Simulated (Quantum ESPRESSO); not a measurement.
# Al3InAs4 (P-43m): zone-centre phonons

Aim: the zone-centre modes of Al3InAs4 (P-43m).

Method: DFT LDA, scalar-relativistic, plane waves, GBRV ultrasoft pseudopotentials, in Quantum ESPRESSO 7.5.

The structure was built from a prototype and need not be the compound's stable phase.

### 1. Starting point

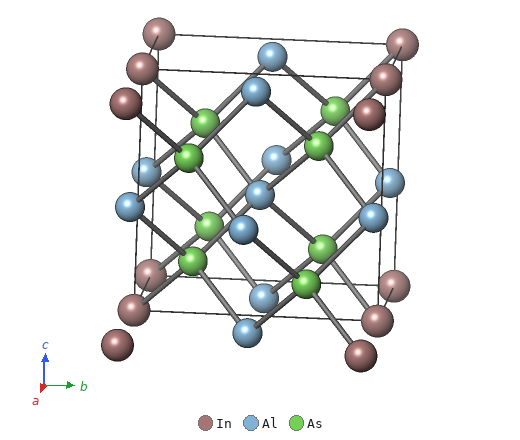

Start, viewed slightly off an axis; indium brown, aluminium light blue, arsenic green. 2×1×1 cells are drawn. Bonds to atoms that aren't drawn are left out. Some periodic images of atoms are drawn too.

### 2. A probe with smearing

Before anything dear is run, a loose run with smearing shows whether this is a metal and how far the cell is from rest.

probe.in reads:

```
 &control
    calculation='scf',
    prefix='x',
    outdir='./tmp',
    pseudo_dir='./pseudo',
    tprnfor=.true.,
    tstress=.true.,
    verbosity='high',
 /
 &system
    ibrav=1,
    celldm(1)=10.88482248,
    nat=8,
    ntyp=3,
    ecutwfc=45.0,
    ecutrho=270.0,
    occupations='smearing',
    smearing='gaussian',
    degauss=0.01,
 /
 &electrons
    conv_thr=1.0d-07,
    mixing_beta=0.7,
    electron_maxstep=100,
 /
ATOMIC_SPECIES
 In    114.8180  In.upf
 Al     26.9815  Al.upf
 As     74.9216  As.upf
ATOMIC_POSITIONS crystal
 In     0.000000000   0.000000000   0.000000000
 Al     0.000000000   0.500000000   0.500000000
 Al     0.500000000   0.000000000   0.500000000
 Al     0.500000000   0.500000000   0.000000000
 As     0.250000000   0.250000000   0.250000000
 As     0.250000000   0.750000000   0.750000000
 As     0.750000000   0.250000000   0.750000000
 As     0.750000000   0.750000000   0.250000000
K_POINTS automatic
 4 4 4 0 0 0
```

Launch:

```sh
$ OMP_NUM_THREADS=1 mpirun -n 4 pw.x -nk 4 -in probe.in > probe.out
```

Log:

```text
[banners, grids, parts of the stress and lines that vanish by symmetry left out]
Program PWSCF v.7.5
     bravais-lattice index     =            1
     lattice parameter (alat)  =      10.8848  a.u.
[...]
kinetic-energy cutoff     =      45.0000  Ry
     charge density cutoff     =     270.0000  Ry
     scf convergence threshold =      1.0E-07
[...]
Exchange-correlation= SLA  PZ   NOGX NOGC
                           (   1   1   0   0   0   0   0)
[...]
24 Sym. Ops. (no inversion) found
[...]
(     0          1          0      )
                  (     0          0          1      )
[...]
(  0.0000000  1.0000000  0.0000000 )
                  (  0.0000000  0.0000000  1.0000000 )
[...]
(     0         -1          0      )
                  (     0          0          1      )
[...]
End of self-consistent calculation
[...]
the Fermi energy is     5.7391 ev
!    total energy              =    -312.48013838 Ry
[...]
convergence has been achieved in   9 iterations
[...]
atom    1 type  1   force =     0.00000000    0.00000000    0.00000000
     atom    2 type  2   force =     0.00000000    0.00000000    0.00000000
     atom    3 type  2   force =     0.00000000    0.00000000    0.00000000
     atom    4 type  2   force =     0.00000000    0.00000000    0.00000000
     atom    5 type  3   force =     0.02994462    0.02994462    0.02994462
     atom    6 type  3   force =     0.02994462   -0.02994462   -0.02994462
     atom    7 type  3   force =    -0.02994462    0.02994462   -0.02994462
     atom    8 type  3   force =    -0.02994462   -0.02994462    0.02994462
[...]
Total force =     0.103731     Total SCF correction =     0.000412
[...]
total   stress  (Ry/bohr**3)                   (kbar)     P=       -6.09
[...]
XML data file, charge density, pseudopotentials, collected wavefunctions

   JOB DONE.
```

Elapsed: 21 s, on 4 MPI ranks of Intel Xeon at 2.70GHz, shared host.

Numbers from this step:

```
volume per atom   : 23.89 Å³
pressure          : -0.609 GPa
gap on the k-mesh : 1.153 eV
```

A gap of 1.2 eV opens on this mesh, so the crystal is taken as an insulator; the start stands at -0.61 GPa.

### 3. Relaxation

The relaxation runs at a cutoff a fifth above that of the response, since stress converges more slowly with the basis than frequencies do. Forces and stress are brought to rest with tight thresholds.

relax.in reads:

```
 &control
    calculation='vc-relax',
    prefix='x',
    outdir='./tmp',
    pseudo_dir='./pseudo',
    tprnfor=.true.,
    tstress=.true.,
    forc_conv_thr=2.0d-05,
    etot_conv_thr=1.0d-07,
    nstep=40,
 /
 &system
    ibrav=1,
    celldm(1)=10.88482248,
    nat=8,
    ntyp=3,
    ecutwfc=54,
    ecutrho=324.0,
    occupations='fixed',
    nbnd=23,
 /
 &electrons
    conv_thr=1.0d-11,
    mixing_beta=0.7,
    electron_maxstep=100,
 /
 &ions
 /
 &cell
    press_conv_thr=0.2,
 /
ATOMIC_SPECIES
 In    114.8180  In.upf
 Al     26.9815  Al.upf
 As     74.9216  As.upf
ATOMIC_POSITIONS crystal
 In     0.000000000   0.000000000   0.000000000
 Al     0.000000000   0.500000000   0.500000000
 Al     0.500000000   0.000000000   0.500000000
 Al     0.500000000   0.500000000   0.000000000
 As     0.250000000   0.250000000   0.250000000
 As     0.250000000   0.750000000   0.750000000
 As     0.750000000   0.250000000   0.750000000
 As     0.750000000   0.750000000   0.250000000
K_POINTS automatic
 4 4 4 0 0 0
```

Launch:

```sh
$ OMP_NUM_THREADS=1 mpirun -n 4 pw.x -nk 4 -in relax.in > relax.out
```

Log:

```text
[banners, grids, parts of the stress and lines that vanish by symmetry left out]
[banner, memory and clock lines left out]
Program PWSCF v.7.5

[...]
kinetic-energy cutoff     =      54.0000  Ry
     charge density cutoff     =     324.0000  Ry
     scf convergence threshold =      1.0E-11
[...]
energy convergence thresh.=      1.0E-07
     force convergence thresh. =      2.0E-05
     press convergence thresh. =      2.0E-01
     Exchange-correlation= SLA  PZ   NOGX NOGC
                           (   1   1   0   0   0   0   0)
[...]
24 Sym. Ops. (no inversion) found
[...]
number of k points=    10
[...]
c_bands:  1 eigenvalues not converged
[...]
c_bands:  1 eigenvalues not converged
[...]
End of self-consistent calculation
[...]
highest occupied, lowest unoccupied level (ev):     5.1638    6.3170
!    total energy              =    -312.48156971 Ry
[...]
convergence has been achieved in  14 iterations
[...]
atom    1 type  1   force =     0.00000000    0.00000000    0.00000000
     atom    2 type  2   force =     0.00000000    0.00000000    0.00000000
     atom    3 type  2   force =     0.00000000    0.00000000    0.00000000
     atom    4 type  2   force =     0.00000000    0.00000000    0.00000000
     atom    5 type  3   force =     0.02991093    0.02991093    0.02991093
     atom    6 type  3   force =     0.02991093   -0.02991093   -0.02991093
     atom    7 type  3   force =    -0.02991093    0.02991093   -0.02991093
     atom    8 type  3   force =    -0.02991093   -0.02991093    0.02991093
     Total force =     0.103615     Total SCF correction =     0.000003
[...]
total   stress  (Ry/bohr**3)                   (kbar)     P=       -4.78
[...]
number of bfgs steps    =   0
[...]
CELL_PARAMETERS (alat= 10.88482248)
[...]
ATOMIC_POSITIONS (crystal)
In               0.0000000000        0.0000000000        0.0000000000
Al               0.0000000000        0.5000000000        0.5000000000
Al               0.5000000000        0.0000000000        0.5000000000
Al               0.5000000000        0.5000000000        0.0000000000
[...]
New effective cutoffs (rho, wfc):  324.41   54.07
[...]
End of self-consistent calculation
[...]
highest occupied, lowest unoccupied level (ev):     5.1660    6.3552
!    total energy              =    -312.49081890 Ry
[...]
convergence has been achieved in  10 iterations
[...]
atom    1 type  1   force =     0.00000000    0.00000000    0.00000000
     atom    2 type  2   force =     0.00000000    0.00000000    0.00000000
     atom    3 type  2   force =     0.00000000    0.00000000    0.00000000
     atom    4 type  2   force =     0.00000000    0.00000000    0.00000000
     atom    5 type  3   force =     0.02104842    0.02104842    0.02104842
     atom    6 type  3   force =     0.02104842   -0.02104842   -0.02104842
[...]
Total force =     0.072914     Total SCF correction =     0.000002
[...]
total   stress  (Ry/bohr**3)                   (kbar)     P=       -5.75
[...]
number of bfgs steps    =   1
[...]
CELL_PARAMETERS (alat= 10.88482248)
[...]
ATOMIC_POSITIONS (crystal)
[...]
New effective cutoffs (rho, wfc):  325.76   54.29
[...]
End of self-consistent calculation
[...]
highest occupied, lowest unoccupied level (ev):     5.1953    6.4534
[...]
convergence has been achieved in   8 iterations
[...]
Total force =     0.000241     Total SCF correction =     0.000001
[...]
total   stress  (Ry/bohr**3)                   (kbar)     P=       -0.58
[...]
number of bfgs steps    =   4
[...]
CELL_PARAMETERS (alat= 10.88482248)
[...]
ATOMIC_POSITIONS (crystal)
[...]
New effective cutoffs (rho, wfc):  327.40   54.57
[...]
highest occupied, lowest unoccupied level (ev):     5.2462    6.5686
!    total energy              =    -312.50107039 Ry
[...]
convergence has been achieved in   8 iterations
[...]
Total force =     0.000308     Total SCF correction =     0.000000
[...]
total   stress  (Ry/bohr**3)                   (kbar)     P=       -0.29
[...]
number of bfgs steps    =   5
[...]
CELL_PARAMETERS (alat= 10.88482248)
[...]
ATOMIC_POSITIONS (crystal)
[...]
New effective cutoffs (rho, wfc):  327.48   54.58
[...]
highest occupied, lowest unoccupied level (ev):     5.2501    6.5752
!    total energy              =    -312.50107102 Ry
[...]
convergence has been achieved in   7 iterations
[...]
Total force =     0.000090     Total SCF correction =     0.000000
[...]
total   stress  (Ry/bohr**3)                   (kbar)     P=       -0.01
[...]
number of bfgs steps    =   6
[...]
CELL_PARAMETERS (alat= 10.88482248)
[...]
ATOMIC_POSITIONS (crystal)
[...]
New effective cutoffs (rho, wfc):  327.49   54.58
[...]
End of self-consistent calculation
[...]
highest occupied, lowest unoccupied level (ev):     5.2503    6.5754
!    total energy              =    -312.50107104 Ry
[...]
convergence has been achieved in   5 iterations
[...]
Total force =     0.000012     Total SCF correction =     0.000000
[...]
total   stress  (Ry/bohr**3)                   (kbar)     P=        0.00
[...]
bfgs converged in   8 scf cycles and   7 bfgs steps
[...]
End of BFGS Geometry Optimization
     Final enthalpy           =    -312.5010710388 Ry
     File ./tmp/x.bfgs deleted, as requested
[...]
CELL_PARAMETERS (alat= 10.88482248)
[...]
ATOMIC_POSITIONS (crystal)
[...]
As               0.7398967073        0.2601032927        0.7398967073
As               0.7398967073        0.7398967073        0.2601032927
[...]
Final scf calculation at the relaxed structure.
[...]
kinetic-energy cutoff     =      54.0000  Ry
     charge density cutoff     =     324.0000  Ry
     scf convergence threshold =      1.3E-13
[...]
press convergence thresh. =      2.0E-01
     Exchange-correlation= SLA  PZ   NOGX NOGC
                           (   1   1   0   0   0   0   0)
[...]
24 Sym. Ops. (no inversion) found
[...]
number of k points=    10
[...]
c_bands:  1 eigenvalues not converged
[...]
End of self-consistent calculation
[...]
highest occupied, lowest unoccupied level (ev):     5.2504    6.5757
!    total energy              =    -312.50103215 Ry
[...]
convergence has been achieved in  16 iterations
[...]
atom    1 type  1   force =     0.00000000    0.00000000    0.00000000
     atom    2 type  2   force =     0.00000000    0.00000000    0.00000000
     atom    3 type  2   force =     0.00000000    0.00000000    0.00000000
     atom    4 type  2   force =     0.00000000    0.00000000    0.00000000
     atom    5 type  3   force =    -0.00000216   -0.00000216   -0.00000216
     atom    6 type  3   force =    -0.00000216    0.00000216    0.00000216
     atom    7 type  3   force =     0.00000216   -0.00000216    0.00000216
     atom    8 type  3   force =     0.00000216    0.00000216   -0.00000216
     Total force =     0.000007     Total SCF correction =     0.000000
[...]
total   stress  (Ry/bohr**3)                   (kbar)     P=        0.07
[...]
XML data file, charge density, pseudopotentials, collected wavefunctions
```

Wall time 3.9 min (4 MPI ranks); 15 min of CPU time.

Relaxation path:

| step | energy less that of the first step (eV) | largest force (eV/Å) | pressure (GPa) | volume (Å³) |
| --- | --- | --- | --- | --- |
| 1 | 0.0000 | 1.3320 | -0.48 | 191.10 |
| 2 | -0.1258 | 0.9373 | -0.57 | 190.64 |
| 3 | -0.2383 | 0.3934 | -0.43 | 189.45 |
| 4 | -0.2652 | 0.0187 | -0.11 | 188.27 |
| 5 | -0.2653 | 0.0031 | -0.06 | 188.11 |
| 6 | -0.2653 | 0.0040 | -0.03 | 188.03 |
| 7 | -0.2653 | 0.0012 | 0.00 | 187.96 |
| 8 | -0.2653 | 0.0002 | 0.00 | 187.96 |
| 9 | -0.2648 | 0.0001 | 0.01 | 187.96 |

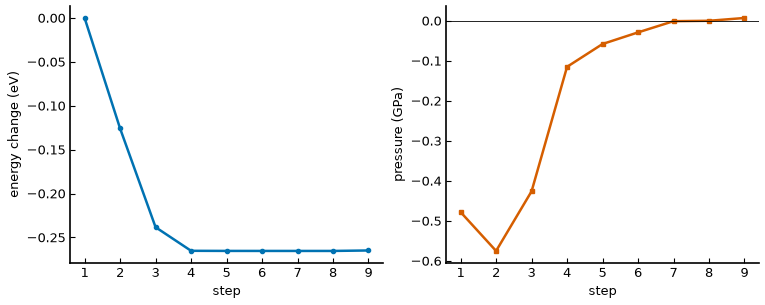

Energy and pressure along the relaxation.

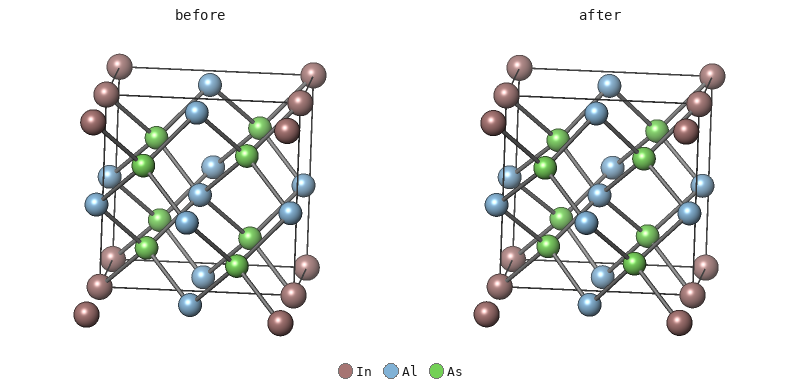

Before and after, at one scale. Bonds to atoms that aren't drawn are left out.

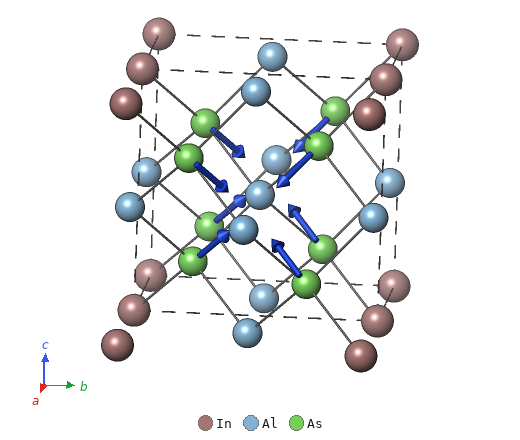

Displacements in the relaxation, exaggerated, measured against the changing cell; the longest in the cell stands for 0.10 Å. Bonds to atoms that aren't drawn are left out. 2×1×1 cells are drawn. Some periodic images of atoms are drawn too.

| conventional cell, symmetrised | before | after | change |
| --- | --- | --- | --- |
| a (Å) | 5.760 | 5.728 | -0.6 % |
| b (Å) | 5.760 | 5.728 | -0.6 % |
| c (Å) | 5.760 | 5.728 | -0.6 % |
| volume (Å³/atom) | 23.89 | 23.49 | -1.6 % |

The atoms that moved most (Å, as changes of fractional coordinates times the final cell):

| atom | dx | dy | dz | length |
| --- | --- | --- | --- | --- |
| As7 | -0.058 | 0.058 | -0.058 | 0.100 |
| As8 | -0.058 | -0.058 | 0.058 | 0.100 |
| As6 | 0.058 | -0.058 | -0.058 | 0.100 |
| As5 | 0.058 | 0.058 | 0.058 | 0.100 |

Final coordinates:

```cif
data_structure
_symmetry_space_group_name_H-M 'P 1'
_symmetry_Int_Tables_number 1
_cell_length_a 5.7282
_cell_length_b 5.7282
_cell_length_c 5.7282
_cell_angle_alpha 90.000
_cell_angle_beta 90.000
_cell_angle_gamma 90.000
_cell_volume 187.96
loop_
_atom_site_label
_atom_site_type_symbol
_atom_site_fract_x
_atom_site_fract_y
_atom_site_fract_z
_atom_site_occupancy
In1 In 0.00000 0.00000 0.00000 1
Al2 Al 0.00000 0.50000 0.50000 1
Al3 Al 0.50000 0.00000 0.50000 1
Al4 Al 0.50000 0.50000 0.00000 1
As5 As 0.26010 0.26010 0.26010 1
As6 As 0.26010 0.73990 0.73990 1
As7 As 0.73990 0.26010 0.73990 1
As8 As 0.73990 0.73990 0.26010 1
```

The last row of the table of steps is pw.x's closing run on a basis chosen anew for the final cell, so its energy can jump.

Read from the output:

```
volume per atom   : 23.49 Å³
pressure          : 0.007000 GPa
gap on the k-mesh : 1.325 eV
```

The volume changes by -1.6 % from the cell with which this run began.

### 4. Self-consistent run for the response

Perturbation theory inherits every error of the wavefunctions, so the threshold is set near the limit of the arithmetic. With a gap, occupations are fixed, which also allows the response to an electric field.

scf.in reads:

```
 &control
    calculation='scf',
    prefix='x',
    outdir='./tmp',
    pseudo_dir='./pseudo',
    tprnfor=.true.,
    tstress=.true.,
 /
 &system
    ibrav=1,
    celldm(1)=10.82472909,
    nat=8,
    ntyp=3,
    ecutwfc=45.0,
    ecutrho=270.0,
    occupations='fixed',
    nbnd=23,
 /
 &electrons
    conv_thr=1.0d-12,
    mixing_beta=0.7,
    electron_maxstep=100,
 /
ATOMIC_SPECIES
 In    114.8180  In.upf
 Al     26.9815  Al.upf
 As     74.9216  As.upf
ATOMIC_POSITIONS crystal
 In     0.000000000   0.000000000   0.000000000
 Al     0.000000000   0.500000000   0.500000000
 Al     0.500000000   0.000000000   0.500000000
 Al     0.500000000   0.500000000   0.000000000
 As     0.260103293   0.260103293   0.260103293
 As     0.260103293   0.739896707   0.739896707
 As     0.739896707   0.260103293   0.739896707
 As     0.739896707   0.739896707   0.260103293
K_POINTS automatic
 4 4 4 0 0 0
```

Launch:

```sh
$ OMP_NUM_THREADS=1 mpirun -n 4 pw.x -nk 4 -in scf.in > scf.out
```

Log:

```text
[banners, grids, parts of the stress and lines that vanish by symmetry left out]
[banner, memory and clock lines left out]
Program PWSCF v.7.5

[...]
kinetic-energy cutoff     =      45.0000  Ry
     charge density cutoff     =     270.0000  Ry
     scf convergence threshold =      1.0E-12
[...]
Exchange-correlation= SLA  PZ   NOGX NOGC
                           (   1   1   0   0   0   0   0)
[...]
24 Sym. Ops. (no inversion) found
[...]
number of k points=    10
[...]
c_bands:  1 eigenvalues not converged
[...]
End of self-consistent calculation
[...]
highest occupied, lowest unoccupied level (ev):     5.2507    6.5760
!    total energy              =    -312.49960961 Ry
[...]
convergence has been achieved in  15 iterations
[...]
atom    1 type  1   force =     0.00000000    0.00000000    0.00000000
     atom    2 type  2   force =     0.00000000    0.00000000    0.00000000
     atom    3 type  2   force =     0.00000000    0.00000000    0.00000000
     atom    4 type  2   force =     0.00000000    0.00000000    0.00000000
     atom    5 type  3   force =     0.00002796    0.00002796    0.00002796
     atom    6 type  3   force =     0.00002796   -0.00002796   -0.00002796
     atom    7 type  3   force =    -0.00002796    0.00002796   -0.00002796
     atom    8 type  3   force =    -0.00002796   -0.00002796    0.00002796
     Total force =     0.000097     Total SCF correction =     0.000001
[...]
total   stress  (Ry/bohr**3)                   (kbar)     P=       -1.07
[...]
XML data file, charge density, pseudopotentials, collected wavefunctions
```

The job ended after 28 s (4 MPI ranks).

Read from the output:

```
pressure : -0.1070 GPa
```

The cell stands at -0.11 GPa, close enough for phonons.

(Continued in part 2 of 3.)

[Host names and launcher messages were left out of these logs when they were recorded.]

[Logs are printed without paths, hosts, clocks, repeated set-up lines and the standing remarks that a program may print on its own settings, such as how far it seeks lower states.]

[Hosts, paths, dates, database ids (printed as entryN), source tags and the programs' standing remarks are cut or masked in the printed files.]
